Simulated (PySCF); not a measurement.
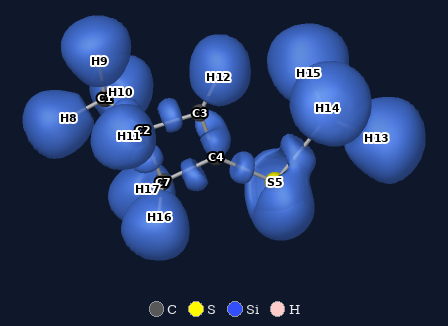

C5H10SSi. Isosurface of the ELF at 0.8 (blue), seen across its widest extent. Only the valence region is drawn (cores and ρ < 0.01 e/Å³ removed).

Geometry: GFN2-xTB.

Method: PBE0/pcSseg-1, SCF density, gas phase, non-relativistic in PySCF 2.14.0.

```yaml
atoms:
  - { symbol: C, position_ang: [-2.3392, 0.9766, -0.1273] }
  - { symbol: C, position_ang: [-1.4461, -0.0577, 0.5373] }
  - { symbol: C, position_ang: [0.0215, 0.2924, 0.6194] }
  - { symbol: C, position_ang: [0.3904, -0.7232, -0.1634] }
  - { symbol: S, position_ang: [1.8917, -1.3492, -0.7961] }
  - { symbol: Si, position_ang: [3.3047, 0.0885, -0.0485] }
  - { symbol: C, position_ang: [-1.0060, -1.2441, -0.3663] }
  - { symbol: H, position_ang: [-3.3227, 0.5562, -0.3258] }
  - { symbol: H, position_ang: [-2.4575, 1.8452, 0.5170] }
  - { symbol: H, position_ang: [-1.9014, 1.3024, -1.0683] }
  - { symbol: H, position_ang: [-1.8807, -0.3774, 1.4877] }
  - { symbol: H, position_ang: [0.5444, 1.0828, 1.1249] }
  - { symbol: H, position_ang: [4.5574, -0.4078, -0.5901] }
  - { symbol: H, position_ang: [3.2602, 0.0616, 1.4076] }
  - { symbol: H, position_ang: [2.9371, 1.4000, -0.5671] }
  - { symbol: H, position_ang: [-1.1906, -2.2373, 0.0382] }
  - { symbol: H, position_ang: [-1.3703, -1.1970, -1.3902] }
```

### Identify the bonds, lone pairs and shells in this picture.

The surface consists of five regions between bonded C–C atoms (shared pairs), one region between bonded C–S atoms (shared pairs), ten regions around hydrogen nuclei and one region on S in which the atom's valence shell and bonds are merged. Profiles from the grid: C–C (1.33 Å): the ELF peaks at about 0.90 between the atoms: a multiple bond. C–S (1.75 Å): the ELF peaks at about 0.90 between the atoms: localised, covalent bonding.
